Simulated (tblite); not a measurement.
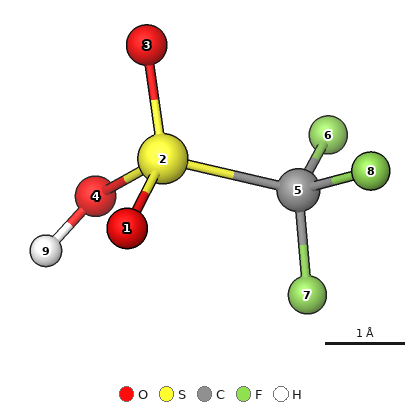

The input geometry (ball-and-stick view, seen at a tilt; atoms are numbered from 1 in the order of the input). Bond lengths as drawn: C–F 1.36 to 1.37 Å, C–S 1.85 Å, H–O 0.98 Å and O–S 1.44 to 1.62 Å.

Run report: CHF₃O₃S, geometry relaxation

The run: geometry relaxation of CHF₃O₃S. Method and program: GFN2-xTB geometry optimisation, gas phase (tblite 0.8.0).

The program's output:
```
step      E/eV     max force
  0    -877.91498    3.290
  1    -878.15883    1.886
  2    -878.18804    0.956
  3    -878.20441    0.511
  4    -878.22367    0.499
  5    -878.24225    0.382
  6    -878.24892    0.280
  7    -878.25648    0.271
  8    -878.25992    0.225
  9    -878.26172    0.109
 10    -878.26252    0.084
 11    -878.26326    0.093
 12    -878.26406    0.115
 13    -878.26498    0.110
 14    -878.26589    0.094
 15    -878.26668    0.078
 16    -878.26729    0.081
 17    -878.26779    0.073
 18    -878.26832    0.076
 19    -878.26901    0.075
 20    -878.26997    0.102
 21    -878.27123    0.124
 22    -878.27259    0.123
 23    -878.27379    0.113
 24    -878.27464    0.076
 25    -878.27497    0.186
 26    -878.27563    0.082
 27    -878.27604    0.055
 28    -878.27661    0.052
 29    -878.27677    0.051
 30    -878.27706    0.044
 31    -878.27717    0.036
 32    -878.27717    0.036
 33    -878.27721    0.027
 34    -878.27725    0.023
 35    -878.27728    0.022
 36    -878.27732    0.021
 37    -878.27737    0.019
 38    -878.27740    0.020
 39    -878.27745    0.019
 40    -878.27749    0.022
 41    -878.27754    0.018
 42    -878.27756    0.010
 43    -878.27756    0.005
 44    -878.27756    0.004
 45    -878.27757    0.005
 46    -878.27757    0.006
 47    -878.27757    0.006
 48    -878.27758    0.006
 49    -878.27758    0.006
 50    -878.27758    0.008
 51    -878.27759    0.007
 52    -878.27760    0.006
 53    -878.27760    0.010
 54    -878.27761    0.015
 55    -878.27762    0.018
 56    -878.27763    0.014
 57    -878.27764    0.007
 58    -878.27765    0.005
 59    -878.27765    0.007
 60    -878.27765    0.008
 61    -878.27766    0.007
 62    -878.27766    0.009
 63    -878.27767    0.010
 64    -878.27768    0.009
 65    -878.27769    0.008
 66    -878.27769    0.005
 67    -878.27769    0.005
 68    -878.27769    0.004
 69    -878.27770    0.006
 70    -878.27770    0.004
 71    -878.27770    0.002
```

Trajectory as extended XYZ (Å, eV, eV/Å), 12 frames, from step=0 to step=71:
```
9
Properties=species:S:1:pos:R:3:forces:R:3 step=0 energy=-877.91498
O     0.9580    1.4746   -0.6959   -1.0580  -0.6710   0.9420
S     0.5598    0.4994    0.2924    2.8320   0.6050   1.5610
O     0.7452    0.7715    1.7177   -0.9850  -0.3320  -2.6020
O     1.4954   -0.7862   -0.0423   -0.5190   0.5030  -0.3720
C    -1.1197   -0.2090   -0.0496   -2.1740  -0.9430  -0.6850
F    -1.4397   -1.2483    0.7622    0.6470   1.2250  -0.7700
F    -1.2021   -0.6770   -1.3387    0.4150   0.6710   1.5480
F    -2.0982    0.7279    0.0870    1.2800  -0.8520  -0.0690
H     2.1148   -0.5470   -0.7579   -0.4390  -0.2050   0.4460
9
Properties=species:S:1:pos:R:3:forces:R:3 step=6 energy=-878.24892
O     0.8800    1.4846   -0.6671   -0.0110  -0.0450  -0.1290
S     0.6007    0.4751    0.2910   -0.1140   0.1350  -0.0250
O     0.6719    0.7735    1.6670   -0.0360  -0.0590   0.2710
O     1.4659   -0.8085   -0.0589   -0.1010   0.1520  -0.0320
C    -1.1092   -0.2082   -0.0543   -0.1470  -0.1270  -0.0750
F    -1.3922   -1.2131    0.7573    0.1340  -0.0170   0.0550
F    -1.1573   -0.6508   -1.3050    0.1210   0.0060  -0.0450
F    -2.0373    0.7241    0.0933    0.1440   0.1010   0.0350
H     2.0910   -0.5706   -0.7484    0.0100  -0.1450  -0.0560
9
Properties=species:S:1:pos:R:3:forces:R:3 step=12 energy=-878.26406
O     0.8616    1.4914   -0.6731   -0.0120   0.0590   0.0550
S     0.5877    0.4910    0.2966    0.0120   0.0640  -0.0610
O     0.6526    0.7656    1.6802    0.0050   0.0430   0.0380
O     1.4457   -0.7890   -0.0609    0.0530  -0.0960   0.0350
C    -1.0989   -0.2127   -0.0574   -0.0450  -0.0270  -0.0130
F    -1.3682   -1.2158    0.7603    0.0170   0.0080  -0.0130
F    -1.1372   -0.6518   -1.3089    0.0150   0.0010   0.0040
F    -2.0105    0.7348    0.0967   -0.0060  -0.0150  -0.0040
H     2.0808   -0.6076   -0.7587   -0.0380  -0.0370  -0.0400
9
Properties=species:S:1:pos:R:3:forces:R:3 step=19 energy=-878.26901
O     0.8595    1.5201   -0.6523    0.0080  -0.0570  -0.0380
S     0.5902    0.5053    0.3036    0.0120   0.0460  -0.0230
O     0.6500    0.7819    1.6870   -0.0280  -0.0370   0.0380
O     1.4546   -0.7788   -0.0391    0.0120  -0.0120   0.0160
C    -1.0946   -0.2143   -0.0633    0.0590   0.0330   0.0320
F    -1.3504   -1.2201    0.7561    0.0000   0.0270  -0.0500
F    -1.1219   -0.6541   -1.3163    0.0070   0.0230   0.0650
F    -2.0140    0.7255    0.0909   -0.0070  -0.0530  -0.0270
H     2.0401   -0.6596   -0.7918   -0.0630   0.0290  -0.0140
9
Properties=species:S:1:pos:R:3:forces:R:3 step=25 energy=-878.27497
O     0.8724    1.5247   -0.6474    0.0300  -0.0100   0.0400
S     0.6018    0.5223    0.3210   -0.0520  -0.0560   0.0130
O     0.6341    0.7926    1.7066    0.0520   0.0270  -0.0640
O     1.4776   -0.7608    0.0011    0.0220   0.0610  -0.1220
C    -1.0776   -0.2028   -0.0616    0.0010  -0.0200  -0.0130
F    -1.3163   -1.2207    0.7470   -0.0090  -0.0220   0.0090
F    -1.0744   -0.6410   -1.3161    0.0340  -0.0200  -0.0300
F    -2.0352    0.6989    0.0733    0.0350   0.0190   0.0200
H     1.9312   -0.7073   -0.8489   -0.1120   0.0200   0.1470
9
Properties=species:S:1:pos:R:3:forces:R:3 step=32 energy=-878.27717
O     0.8793    1.5272   -0.6419   -0.0140   0.0020  -0.0120
S     0.6013    0.5268    0.3257    0.0220  -0.0070   0.0280
O     0.6403    0.8029    1.7089    0.0060   0.0140   0.0090
O     1.4744   -0.7550    0.0101   -0.0130  -0.0090   0.0020
C    -1.0708   -0.2062   -0.0630   -0.0050  -0.0020   0.0040
F    -1.3113   -1.2272    0.7410   -0.0060  -0.0180   0.0080
F    -1.0539   -0.6430   -1.3187    0.0090   0.0040  -0.0100
F    -2.0297    0.6934    0.0705   -0.0090   0.0130  -0.0120
H     1.8838   -0.7129   -0.8578    0.0110   0.0030  -0.0170
9
Properties=species:S:1:pos:R:3:forces:R:3 step=38 energy=-878.27740
O     0.8751    1.5249   -0.6420   -0.0030   0.0040  -0.0050
S     0.6018    0.5259    0.3286    0.0050  -0.0020  -0.0070
O     0.6448    0.8068    1.7110    0.0100  -0.0140  -0.0110
O     1.4728   -0.7572    0.0079   -0.0090   0.0080   0.0110
C    -1.0712   -0.2066   -0.0612    0.0010   0.0020   0.0000
F    -1.3146   -1.2291    0.7404   -0.0140  -0.0020   0.0040
F    -1.0500   -0.6411   -1.3177    0.0170  -0.0050  -0.0050
F    -2.0302    0.6939    0.0671   -0.0040   0.0020   0.0090
H     1.8851   -0.7116   -0.8591   -0.0030   0.0060   0.0040
9
Properties=species:S:1:pos:R:3:forces:R:3 step=45 energy=-878.27757
O     0.8706    1.5237   -0.6439    0.0000  -0.0010   0.0040
S     0.6017    0.5256    0.3291    0.0000  -0.0040  -0.0010
O     0.6519    0.8066    1.7111    0.0000  -0.0010  -0.0020
O     1.4709   -0.7577    0.0073    0.0010   0.0050   0.0010
C    -1.0718   -0.2070   -0.0592    0.0020   0.0010   0.0010
F    -1.3217   -1.2301    0.7397   -0.0020   0.0010   0.0010
F    -1.0420   -0.6401   -1.3162    0.0010  -0.0020   0.0010
F    -2.0309    0.6939    0.0655    0.0000   0.0000  -0.0020
H     1.8848   -0.7089   -0.8586    0.0000  -0.0010  -0.0030
9
Properties=species:S:1:pos:R:3:forces:R:3 step=51 energy=-878.27759
O     0.8691    1.5242   -0.6425   -0.0020   0.0040  -0.0020
S     0.6020    0.5250    0.3296   -0.0010   0.0050   0.0020
O     0.6525    0.8051    1.7117    0.0010  -0.0020   0.0060
O     1.4735   -0.7560    0.0067   -0.0010  -0.0070  -0.0020
C    -1.0719   -0.2071   -0.0584    0.0020  -0.0020  -0.0020
F    -1.3251   -1.2289    0.7412    0.0020   0.0030  -0.0010
F    -1.0396   -0.6420   -1.3150   -0.0020  -0.0030   0.0010
F    -2.0306    0.6948    0.0628    0.0050   0.0000  -0.0030
H     1.8837   -0.7091   -0.8612   -0.0030   0.0020   0.0010
9
Properties=species:S:1:pos:R:3:forces:R:3 step=58 energy=-878.27765
O     0.8645    1.5276   -0.6380    0.0050   0.0010   0.0010
S     0.6025    0.5247    0.3317   -0.0030   0.0000  -0.0010
O     0.6542    0.8001    1.7148   -0.0010   0.0000   0.0000
O     1.4766   -0.7535    0.0046   -0.0010  -0.0030  -0.0030
C    -1.0703   -0.2083   -0.0584   -0.0050  -0.0010   0.0000
F    -1.3306   -1.2245    0.7459    0.0030   0.0000   0.0030
F    -1.0357   -0.6506   -1.3123    0.0040  -0.0010   0.0010
F    -2.0257    0.6982    0.0539   -0.0030   0.0020  -0.0010
H     1.8781   -0.7076   -0.8674    0.0000   0.0020  -0.0010
9
Properties=species:S:1:pos:R:3:forces:R:3 step=64 energy=-878.27768
O     0.8657    1.5298   -0.6345   -0.0010  -0.0030   0.0020
S     0.6024    0.5247    0.3326    0.0060  -0.0050   0.0010
O     0.6542    0.7969    1.7163    0.0020  -0.0020  -0.0030
O     1.4758   -0.7536    0.0015   -0.0050   0.0080   0.0010
C    -1.0704   -0.2085   -0.0580    0.0070   0.0050   0.0000
F    -1.3319   -1.2212    0.7501   -0.0030   0.0040   0.0010
F    -1.0320   -0.6564   -1.3098   -0.0030   0.0000  -0.0020
F    -2.0253    0.6993    0.0479   -0.0040  -0.0070  -0.0020
H     1.8752   -0.7051   -0.8713    0.0020   0.0000   0.0010
9
Properties=species:S:1:pos:R:3:forces:R:3 step=71 energy=-878.27770
O     0.8660    1.5309   -0.6323   -0.0010   0.0020   0.0010
S     0.6027    0.5244    0.3334    0.0010   0.0000  -0.0010
O     0.6558    0.7941    1.7175    0.0000   0.0000  -0.0010
O     1.4751   -0.7533   -0.0005    0.0000  -0.0020   0.0000
C    -1.0703   -0.2080   -0.0580    0.0000   0.0010   0.0010
F    -1.3331   -1.2179    0.7533    0.0000   0.0000  -0.0010
F    -1.0301   -0.6598   -1.3085    0.0000  -0.0010   0.0020
F    -2.0267    0.6988    0.0432    0.0000   0.0010   0.0000
H     1.8741   -0.7033   -0.8734    0.0010   0.0000   0.0010
```

The run was set up as follows.

The input:
```
{"job": {"xc": "GFN2-xTB", "basis": "xTB", "kind": "relax"}, "charge": 0, "multiplicity": 1}
O      0.958000     1.474600    -0.695900
S      0.559800     0.499400     0.292400
O      0.745200     0.771500     1.717700
O      1.495400    -0.786200    -0.042300
C     -1.119700    -0.209000    -0.049600
F     -1.439700    -1.248300     0.762200
F     -1.202100    -0.677000    -1.338700
F     -2.098200     0.727900     0.087000
H      2.114800    -0.547000    -0.757900
```

The first line tells a small driver script what to run in tblite; the rest is the geometry in Å.

Launch command:
```bash
OMP_NUM_THREADS=1 python <driver script> task.json out
```

Results in brief:

```tsv
quantity	value
outcome	converged
total energy	−878.2777 eV
hardware	1 CPU thread, shared host
peak memory	0.17 GiB
```
